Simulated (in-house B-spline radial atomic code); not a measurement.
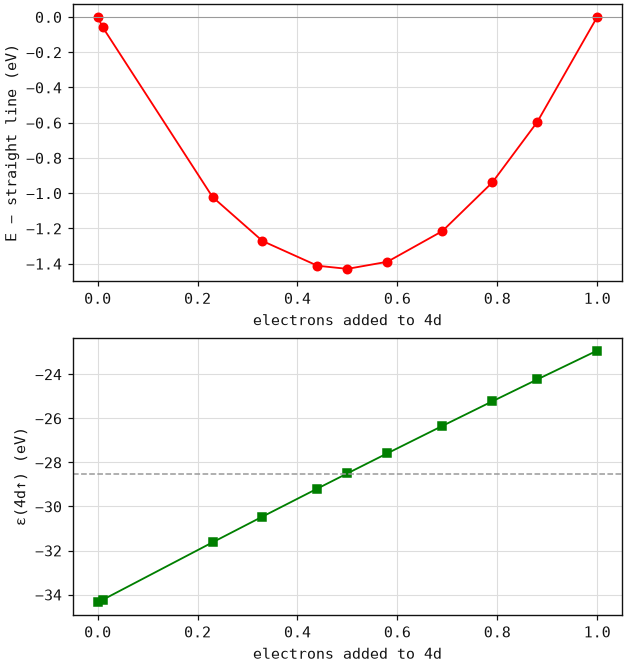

Level of theory: scalar-relativistic (spin-free one-electron X2C) PBE0, spin-polarised, spherical fractional occupations, Fermi nucleus, basis-set limit. Computed with an in-house B-spline radial code. The occupation of the 4d shell is varied from Mo³⁺ ([Kr] 4d3 (high spin)) to Mo²⁺ ([Kr] 4d4 (high spin)), with spherical fractional occupations. The plot shows the total energy less the straight line between the end points, and the eigenvalue of 4d↑ (the dashed line is minus the energy to take the whole electron out).

Is the energy convex or concave in the occupation, and by how much?

Answer. The curve is convex (below the straight line), with the largest deviation among the points computed, −1.43 eV, at 0.5. The end points differ by 28.5 eV, the energy to take the electron out. The eigenvalue, which is the slope of the energy (Janak's theorem), moves from −34.4 eV at 0 to −22.9 eV at 1; for a straight line it would stay constant, and a parabola would sag by an eighth of this change, scaled to a whole electron, 1.43 eV. Convexity is the mark of the delocalisation error, which puts fractional charges too low; for p, d and f shells the spherical spreading of the fraction adds to it. Exact exchange at spherical fractional occupations leaves self-interaction in partly filled shells, which adds to the curvature.
